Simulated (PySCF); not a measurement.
**Sc(OH)₃: a ladder of methods**

Aim: at the PBE0 minimum of singlet Sc(OH)₃, found before, compare methods on energies and levels.

Program: PySCF 2.14.0. Level of theory: several methods, basis Sc def2-SVP, O def2-SVP, H def2-SVP, no relativity, density fitting. These are calculated values, not measurements.

### Step 1. The system as given

7 atoms, charge 0, spin multiplicity 1.

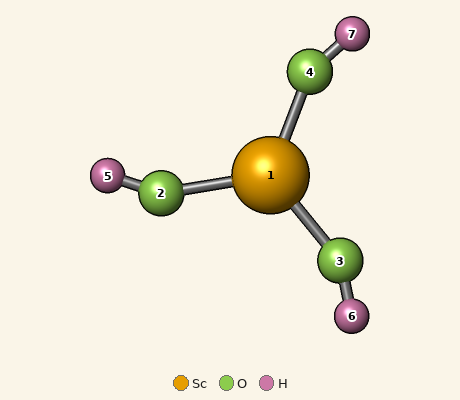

Start geometry, drawn with scandium amber, oxygen green, hydrogen pink; atoms are numbered from 1 in the order of the file.

Coordinates in bohr (charge 0 multiplicity 1):
```
Sc    0.0000    0.0000    0.0000
O     3.5129   -0.3154    0.0000
O    -1.4833    3.2000    0.0000
O    -2.0296   -2.8846    0.0000
H     5.0344   -1.2934    0.0000
H    -1.3971    5.0067    0.0000
H    -3.6374   -3.7132    0.0000
```

### Step 2. Fields at the lowest minimum

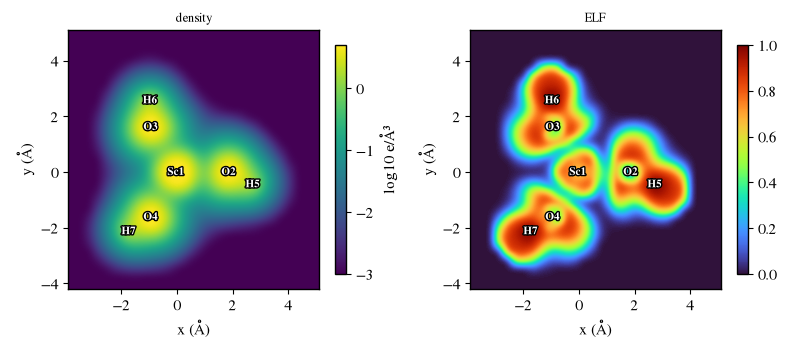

The plane holds Sc1 at (0.00, 0.00), O2 at (1.87, 0.00), O3 at (-0.93, 1.62), O4 at (-0.93, -1.62), H5 at (2.71, -0.44), H6 at (-0.97, 2.57), H7 at (-1.74, -2.13) Å. ELF is set to 0 where the density is under 0.005 e/Å³; an orbital's overall sign is arbitrary.

Orbitals, density, ELF and potential are computed afterwards from the orbital file.

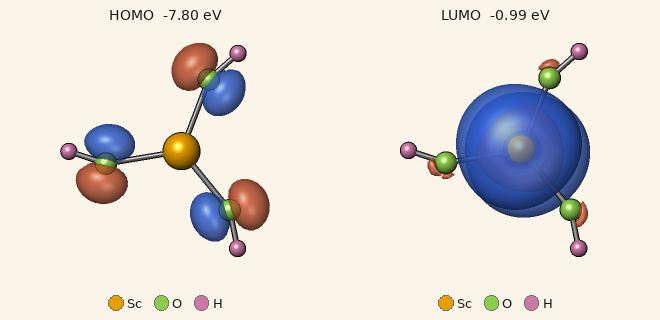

PBE0 orbitals near the gap, drawn at the value that encloses 70 % of each; the two colours are the two signs.

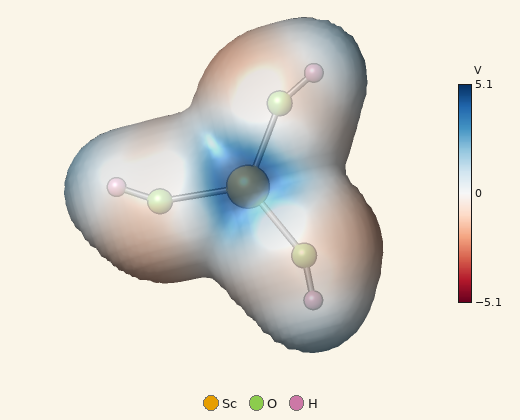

The potential that a unit positive charge feels on the 0.002 e/bohr³ surface, from the 1st to the 99th percentile, from -1.50 V near O4 to 5.10 V near Sc1.

Along Sc1–O2 (1.866 Å) the density is least, 0.79 e/Å³, about 0.93 Å from Sc1; ELF there is 0.14.

Making the fields took 1.6 s on 2 threads of Arm Neoverse V2, shared host.

### Step 3. PBE0

One driver script runs all steps and calls PySCF; scf.py shows the equivalent input of each level. Each SCF starts from the density of the minimum. The driver also runs the species with one electron less or more at the same geometry; their logs are not shown.

scf.py reads:

```python
from pyscf import gto, scf, dft
mol = gto.M(atom='''
Sc    -0.000000     0.000000    -0.000000
O      1.858954    -0.166881     0.000000
O     -0.784954     1.693342    -0.000000
O     -1.074000    -1.526461     0.000000
H      2.664111    -0.684455     0.000000
H     -0.739300     2.649415    -0.000000
H     -1.924811    -1.964960     0.000000''',
    basis={'Sc': 'def2-SVP', 'O': 'def2-SVP', 'H': 'def2-SVP'},
    charge=0, spin=0)
mf = dft.RKS(mol, xc='PBE0')
mf.grids.atom_grid = (75, 302)
aux = {'Sc': 'def2-universal-JKFIT', 'O': 'def2-universal-JKFIT', 'H': 'def2-universal-JKFIT'}
mf = mf.density_fit(auxbasis=aux)
mf.conv_tol = 1e-08
mf.diis_space = 10
mf.max_cycle = 60
mf.verbose = 4
mf.kernel()
```

The run is started by

```sh
> OMP_NUM_THREADS=2 python axn.py task.json out
```

Standard output:

```text
init E= -987.663918144338
  HOMO = -0.286638096103129  LUMO = -0.0363671293751806  gap/eV = 6.81022
cycle= 1 E= -987.66391814434  delta_E= -1.82e-12  |g|= 1.27e-06  |ddm|= 1.63e-06
  HOMO = -0.286638349468003  LUMO = -0.0363672460295175  gap/eV = 6.81022
Extra cycle  E= -987.663918144338  delta_E= 2.27e-12  |g|= 2.04e-06  |ddm|= 2.09e-06
converged SCF energy = -987.663918144338
```

This level, with the species of one electron less or more, took 2.5 s.

```
energy                        : -987.663918 Eh
one electron less (charge +1) : -987.294134 Eh (doublet, ⟨S²⟩ 0.77)
Mulliken charge of Sc1        : +1.10 e
```

### Step 4. HF

scf.py: that of step 3 with these lines changed.

```diff
@@ -12,2 +12 @@
-mf = dft.RKS(mol, xc='PBE0')
-mf.grids.atom_grid = (75, 302)
+mf = scf.RHF(mol)
```

Standard output:

```text
init E= -985.980481070974
  HOMO = -0.451006201369009  LUMO = 0.0427070386802102  gap/eV = 13.43462
cycle= 1 E= -986.015027124346  delta_E= -0.0345  |g|= 0.107  |ddm|= 0.368
  HOMO = -0.447885029709907  LUMO = 0.036552816584166  gap/eV = 13.18223
cycle= 2 E= -986.017047197908  delta_E= -0.00202  |g|= 0.0431  |ddm|= 0.157
  HOMO = -0.455211892636769  LUMO = 0.0379130905051195  gap/eV = 13.41861
cycle= 3 E= -986.017492149369  delta_E= -0.000445  |g|= 0.0164  |ddm|= 0.0366
  HOMO = -0.452348569232096  LUMO = 0.0380868839819248  gap/eV = 13.34543
cycle= 4 E= -986.017548333769  delta_E= -5.62e-05  |g|= 0.00269  |ddm|= 0.0141
  HOMO = -0.452557058064079  LUMO = 0.0379316398228458  gap/eV = 13.34688
cycle= 5 E= -986.017551549467  delta_E= -3.22e-06  |g|= 0.000625  |ddm|= 0.00444
  HOMO = -0.45248970688445  LUMO = 0.0379460593627767  gap/eV = 13.34544
cycle= 6 E= -986.017551839421  delta_E= -2.9e-07  |g|= 9.18e-05  |ddm|= 0.00148
  HOMO = -0.452478243592771  LUMO = 0.0379493611868984  gap/eV = 13.34521
cycle= 7 E= -986.017551846213  delta_E= -6.79e-09  |g|= 2.38e-05  |ddm|= 0.00022
  HOMO = -0.452475832048576  LUMO = 0.0379485410203593  gap/eV = 13.34513
Extra cycle  E= -986.017551846592  delta_E= -3.79e-10  |g|= 1.09e-05  |ddm|= 3.36e-05
converged SCF energy = -986.017551846592
```

This level, with the species of one electron less or more, took 0.9 s.

| Item | Value |
| --- | --- |
| energy | -986.017552 Eh |
| one electron less (charge +1) | -985.622645 Eh (doublet, ⟨S²⟩ 0.90) |
| Mulliken charge of Sc1 | +1.51 e |

### Step 5. PBE

scf.py: that of step 4 with these lines changed.

```diff
@@ -12 +12,2 @@
-mf = scf.RHF(mol)
+mf = dft.RKS(mol, xc='PBE')
+mf.grids.atom_grid = (75, 302)
```

Standard output:

```text
init E= -987.632371949335
  HOMO = -0.216169533323491  LUMO = -0.0816643152997316  gap/eV = 3.66007
cycle= 1 E= -987.621827601765  delta_E= 0.0105  |g|= 0.241  |ddm|= 0.33
  HOMO = -0.243145567602125  LUMO = -0.035683822733247  gap/eV = 5.64532
cycle= 2 E= -987.548315499503  delta_E= 0.0735  |g|= 0.592  |ddm|= 0.632
  HOMO = -0.215486244503712  LUMO = -0.0575441614899934  gap/eV = 4.29782
cycle= 3 E= -987.636717772222  delta_E= -0.0884  |g|= 0.0515  |ddm|= 0.425
  HOMO = -0.221538732398253  LUMO = -0.0664966289068305  gap/eV = 4.21891
cycle= 4 E= -987.637516025739  delta_E= -0.000798  |g|= 0.0124  |ddm|= 0.0699
  HOMO = -0.220784358267725  LUMO = -0.0652586950131289  gap/eV = 4.23207
cycle= 5 E= -987.637561122143  delta_E= -4.51e-05  |g|= 0.00269  |ddm|= 0.0112
  HOMO = -0.220765760209806  LUMO = -0.06502233299627  gap/eV = 4.23799
cycle= 6 E= -987.637563178872  delta_E= -2.06e-06  |g|= 0.000174  |ddm|= 0.00226
  HOMO = -0.220776456415726  LUMO = -0.0650193588449719  gap/eV = 4.23837
cycle= 7 E= -987.637563185493  delta_E= -6.62e-09  |g|= 3e-05  |ddm|= 0.000114
  HOMO = -0.220780052799814  LUMO = -0.0650160806728666  gap/eV = 4.23855
Extra cycle  E= -987.637563184099  delta_E= 1.39e-09  |g|= 8.51e-05  |ddm|= 7.77e-05
converged SCF energy = -987.637563184099
```

This level, with the species of one electron less or more, took 24 s.

```
energy                        : -987.637563 Eh
one electron less (charge +1) : -987.292892 Eh (doublet, ⟨S²⟩ 0.76)
Mulliken charge of Sc1        : +0.92 e
```

### Step 6. B3LYP

scf.py: that of step 5 with these lines changed.

```diff
@@ -12 +12 @@
-mf = dft.RKS(mol, xc='PBE')
+mf = dft.RKS(mol, xc='B3LYP')
```

Standard output:

```text
init E= -988.111795437422
  HOMO = -0.27573617141107  LUMO = -0.0512328816248826  gap/eV = 6.10905
cycle= 1 E= -988.112678807131  delta_E= -0.000883  |g|= 0.0305  |ddm|= 0.107
  HOMO = -0.269360884045832  LUMO = -0.0477907959251982  gap/eV = 6.02923
cycle= 2 E= -988.112495809356  delta_E= 0.000183  |g|= 0.0448  |ddm|= 0.0512
  HOMO = -0.274097568591146  LUMO = -0.0485429989647788  gap/eV = 6.13765
cycle= 3 E= -988.112832432328  delta_E= -0.000337  |g|= 0.00908  |ddm|= 0.0305
  HOMO = -0.274112472479085  LUMO = -0.0495807880289019  gap/eV = 6.10982
cycle= 4 E= -988.112855771157  delta_E= -2.33e-05  |g|= 0.000436  |ddm|= 0.00818
  HOMO = -0.274121476983139  LUMO = -0.0495634869594199  gap/eV = 6.11053
cycle= 5 E= -988.112855814424  delta_E= -4.33e-08  |g|= 9.52e-05  |ddm|= 0.000325
  HOMO = -0.274123362362537  LUMO = -0.0495548015751637  gap/eV = 6.11082
cycle= 6 E= -988.112855816759  delta_E= -2.33e-09  |g|= 1.11e-05  |ddm|= 8.05e-05
  HOMO = -0.274125556507907  LUMO = -0.04955420716656  gap/eV = 6.11090
Extra cycle  E= -988.112855816697  delta_E= 6.18e-11  |g|= 2.09e-05  |ddm|= 1.99e-05
converged SCF energy = -988.112855816697
```

This level, with the species of one electron less or more, took 4.2 s on 2 threads of Arm Neoverse V2, shared host.

| Item | Value |
| --- | --- |
| energy | -988.112856 Eh |
| one electron less (charge +1) | -987.747257 Eh (doublet, ⟨S²⟩ 0.77) |
| Mulliken charge of Sc1 | +1.03 e |

### Step 7. r2SCAN

scf.py: that of step 6 with these lines changed.

```diff
@@ -12,2 +12,2 @@
-mf = dft.RKS(mol, xc='B3LYP')
-mf.grids.atom_grid = (75, 302)
+mf = dft.RKS(mol, xc='R2SCAN')
+mf.grids.atom_grid = (90, 434)
```

Standard output:

```text
init E= -987.956946029713
  HOMO = -0.237916536967202  LUMO = -0.0626443681438409  gap/eV = 4.76940
cycle= 1 E= -987.956670429665  delta_E= 0.000276  |g|= 0.0731  |ddm|= 0.132
  HOMO = -0.241628339652551  LUMO = -0.0390953432757142  gap/eV = 5.51120
cycle= 2 E= -987.950112483429  delta_E= 0.00656  |g|= 0.175  |ddm|= 0.203
  HOMO = -0.235008690684663  LUMO = -0.0508088227377086  gap/eV = 5.01233
cycle= 3 E= -987.958243404761  delta_E= -0.00813  |g|= 0.0171  |ddm|= 0.131
  HOMO = -0.237227791796536  LUMO = -0.0536514298845412  gap/eV = 4.99537
cycle= 4 E= -987.95831883413  delta_E= -7.54e-05  |g|= 0.00137  |ddm|= 0.0176
  HOMO = -0.237156601414207  LUMO = -0.0535999528546576  gap/eV = 4.99483
cycle= 5 E= -987.958319212252  delta_E= -3.78e-07  |g|= 0.000311  |ddm|= 0.00108
  HOMO = -0.237151324692175  LUMO = -0.0535611741723505  gap/eV = 4.99574
cycle= 6 E= -987.958319241474  delta_E= -2.92e-08  |g|= 1.65e-05  |ddm|= 0.000274
  HOMO = -0.237152059653563  LUMO = -0.0535612016678275  gap/eV = 4.99576
cycle= 7 E= -987.958319241443  delta_E= 3.09e-11  |g|= 2.05e-05  |ddm|= 2.34e-05
  HOMO = -0.237152264164764  LUMO = -0.0535612448209242  gap/eV = 4.99577
Extra cycle  E= -987.958319241063  delta_E= 3.8e-10  |g|= 4.77e-05  |ddm|= 4.48e-05
converged SCF energy = -987.958319241063
```

This level, with the species of one electron less or more, took 14 s.

```
energy                        : -987.958319 Eh
one electron less (charge +1) : -987.602984 Eh (doublet, ⟨S²⟩ 0.76)
Mulliken charge of Sc1        : +1.06 e
```

### Step 8. TPSSh

scf.py: that of step 7 with these lines changed.

```diff
@@ -12 +12 @@
-mf = dft.RKS(mol, xc='R2SCAN')
+mf = dft.RKS(mol, xc='TPSSH')
```

Standard output:

```text
init E= -988.106898440335
  HOMO = -0.251053084619497  LUMO = -0.0525585385869265  gap/eV = 5.40131
cycle= 1 E= -988.107043894766  delta_E= -0.000145  |g|= 0.0529  |ddm|= 0.0996
  HOMO = -0.254334603807868  LUMO = -0.0379387764743839  gap/eV = 5.88843
cycle= 2 E= -988.104334900634  delta_E= 0.00271  |g|= 0.117  |ddm|= 0.137
  HOMO = -0.249499703254962  LUMO = -0.0448338934234753  gap/eV = 5.56924
cycle= 3 E= -988.107847015996  delta_E= -0.00351  |g|= 0.0113  |ddm|= 0.0858
  HOMO = -0.251053752522948  LUMO = -0.0465079997879752  gap/eV = 5.56597
cycle= 4 E= -988.10787871841  delta_E= -3.17e-05  |g|= 0.000848  |ddm|= 0.0116
  HOMO = -0.25102165743687  LUMO = -0.0464676013995984  gap/eV = 5.56620
cycle= 5 E= -988.10787886088  delta_E= -1.42e-07  |g|= 0.000226  |ddm|= 0.00063
  HOMO = -0.251022693681887  LUMO = -0.0464450911162793  gap/eV = 5.56684
cycle= 6 E= -988.107878874597  delta_E= -1.37e-08  |g|= 1.68e-05  |ddm|= 0.000179
  HOMO = -0.251023676117226  LUMO = -0.0464446782266021  gap/eV = 5.56688
cycle= 7 E= -988.107878874619  delta_E= -2.27e-11  |g|= 1.24e-05  |ddm|= 1.52e-05
  HOMO = -0.251024104997384  LUMO = -0.0464445521814363  gap/eV = 5.56689
Extra cycle  E= -988.107878874507  delta_E= 1.13e-10  |g|= 2.68e-05  |ddm|= 2.53e-05
converged SCF energy = -988.107878874507
```

This level, with the species of one electron less or more, took 14 s.

| Property | Result |
| --- | --- |
| energy | -988.107879 Eh |
| one electron less (charge +1) | -987.752478 Eh (doublet, ⟨S²⟩ 0.76) |
| Mulliken charge of Sc1 | +1.06 e |

### Step 9. BHandHLYP

scf.py: that of step 8 with these lines changed.

```diff
@@ -12,2 +12,2 @@
-mf = dft.RKS(mol, xc='TPSSH')
-mf.grids.atom_grid = (90, 434)
+mf = dft.RKS(mol, xc='BHANDHLYP')
+mf.grids.atom_grid = (75, 302)
```

Standard output:

```text
init E= -987.962437841876
  HOMO = -0.352485767292636  LUMO = -0.00951169338492663  gap/eV = 9.33280
cycle= 1 E= -987.964305029971  delta_E= -0.00187  |g|= 0.0976  |ddm|= 0.161
  HOMO = -0.338087636191644  LUMO = -0.0234937763112333  gap/eV = 8.56053
cycle= 2 E= -987.962706924359  delta_E= 0.0016  |g|= 0.133  |ddm|= 0.161
  HOMO = -0.349183347692113  LUMO = -0.0176658439339641  gap/eV = 9.02105
cycle= 3 E= -987.966396466497  delta_E= -0.00369  |g|= 0.0053  |ddm|= 0.0858
  HOMO = -0.348141008130551  LUMO = -0.0167241596550043  gap/eV = 9.01831
cycle= 4 E= -987.966402416268  delta_E= -5.95e-06  |g|= 0.00155  |ddm|= 0.0055
  HOMO = -0.348226750537857  LUMO = -0.016918208438446  gap/eV = 9.01536
cycle= 5 E= -987.966403030771  delta_E= -6.15e-07  |g|= 0.000209  |ddm|= 0.00167
  HOMO = -0.348227574053149  LUMO = -0.0169399799840666  gap/eV = 9.01479
cycle= 6 E= -987.966403045446  delta_E= -1.47e-08  |g|= 2.02e-05  |ddm|= 0.00031
  HOMO = -0.348227022485201  LUMO = -0.0169385280789673  gap/eV = 9.01482
cycle= 7 E= -987.966403045814  delta_E= -3.68e-10  |g|= 3.44e-06  |ddm|= 5.91e-05
  HOMO = -0.348226997529154  LUMO = -0.0169384954210652  gap/eV = 9.01482
Extra cycle  E= -987.966403045819  delta_E= -5e-12  |g|= 3.69e-06  |ddm|= 7.01e-06
converged SCF energy = -987.966403045819
```

This level, with the species of one electron less or more, took 4.6 s.

- energy: -987.966403 Eh
- one electron less (charge +1): -987.578913 Eh (doublet, ⟨S²⟩ 0.80)
- Mulliken charge of Sc1: +1.22 e

### Step 10. revPBE

scf.py: that of step 9 with these lines changed.

```diff
@@ -12 +12 @@
-mf = dft.RKS(mol, xc='BHANDHLYP')
+mf = dft.RKS(mol, xc='PBE_R,PBE')
```

Standard output:

```text
init E= -987.915936009473
  HOMO = -0.214475169188038  LUMO = -0.0761035849606593  gap/eV = 3.76528
cycle= 1 E= -987.907079623731  delta_E= 0.00886  |g|= 0.223  |ddm|= 0.307
  HOMO = -0.240018493183066  LUMO = -0.0357360432038605  gap/eV = 5.55881
cycle= 2 E= -987.843415402553  delta_E= 0.0637  |g|= 0.551  |ddm|= 0.586
  HOMO = -0.214256689539189  LUMO = -0.0548665911190955  gap/eV = 4.33723
cycle= 3 E= -987.919865015269  delta_E= -0.0764  |g|= 0.0437  |ddm|= 0.395
  HOMO = -0.219519981609974  LUMO = -0.0623773143958148  gap/eV = 4.27607
cycle= 4 E= -987.920443767434  delta_E= -0.000579  |g|= 0.0115  |ddm|= 0.0609
  HOMO = -0.21884072741445  LUMO = -0.0612387578379092  gap/eV = 4.28857
cycle= 5 E= -987.920482403485  delta_E= -3.86e-05  |g|= 0.00239  |ddm|= 0.0104
  HOMO = -0.218817687159667  LUMO = -0.0610228752683732  gap/eV = 4.29382
cycle= 6 E= -987.920484044969  delta_E= -1.64e-06  |g|= 0.000131  |ddm|= 0.00205
  HOMO = -0.218825729771206  LUMO = -0.0610216510530992  gap/eV = 4.29407
cycle= 7 E= -987.920484048574  delta_E= -3.6e-09  |g|= 2.99e-05  |ddm|= 9.42e-05
  HOMO = -0.218828494986312  LUMO = -0.0610192969215455  gap/eV = 4.29421
Extra cycle  E= -987.920484047335  delta_E= 1.24e-09  |g|= 8.14e-05  |ddm|= 7.49e-05
converged SCF energy = -987.920484047335
```

This level, with the species of one electron less or more, took 24 s on 2 threads of Arm Neoverse V2, shared host.

```
energy                        : -987.920484 Eh
one electron less (charge +1) : -987.578183 Eh (doublet, ⟨S²⟩ 0.76)
Mulliken charge of Sc1        : +0.96 e
```

### Step 11. Comparison of the levels

| level | atomisation energy (kJ/mol) | vertical ionisation energy (eV) | −ε(HOMO) (eV) | gap (eV) | wall time |
| --- | --- | --- | --- | --- | --- |
| PBE0 | 2803 | 10.06 | 7.80 | 6.81 | 2.5 s |
| HF | 1919 | 10.75 | 12.31 | 13.35 | 0.9 s |
| PBE | 2939 | 9.38 | 6.01 | 4.24 | 24 s |
| B3LYP | 2823 | 9.95 | 7.46 | 6.11 | 4.2 s |
| r2SCAN | – | 9.67 | 6.45 | 5.00 | 14 s |
| TPSSh | 2814 | 9.67 | 6.83 | 5.57 | 14 s |
| BHandHLYP | 2650 | 10.54 | 9.48 | 9.01 | 4.6 s |
| revPBE | – | 9.31 | 5.95 | 4.29 | 24 s |

Times are for 2 threads of Arm Neoverse V2, shared host; PBE0 starts from its own converged density, so its time is not comparable. A dash stands where a species or a free atom was not run at that level, or the quantity is not defined.

Atomisation goes to high-spin atoms in their ground configurations, run at the same level, without zero-point energy.

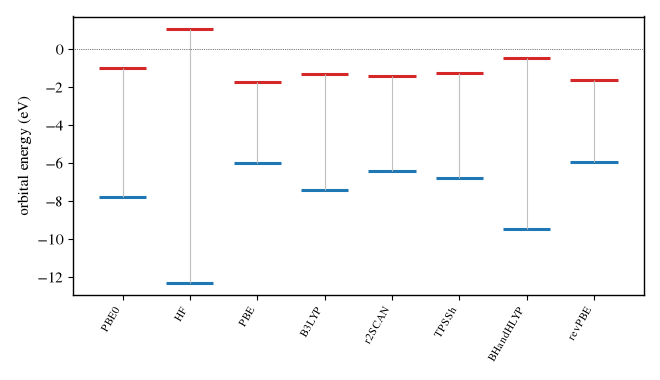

Highest occupied (blue) and lowest empty (red) levels by method.

### Step 12. Results

| quantity | value |
| --- | --- |
| atomisation energy, range | 1919 (HF) to 2939 (PBE) kJ/mol |
| vertical ionisation energy, range | 9.31 (revPBE) to 10.75 (HF) eV |
| orbital gap, range | 4.24 (PBE) to 13.35 (HF) eV |

In words: The atomisation energy spreads over 1020 kJ/mol, from HF to PBE; without a CCSD(T) value for it there is no yardstick here. The stability of the closed-shell solution was not tested.
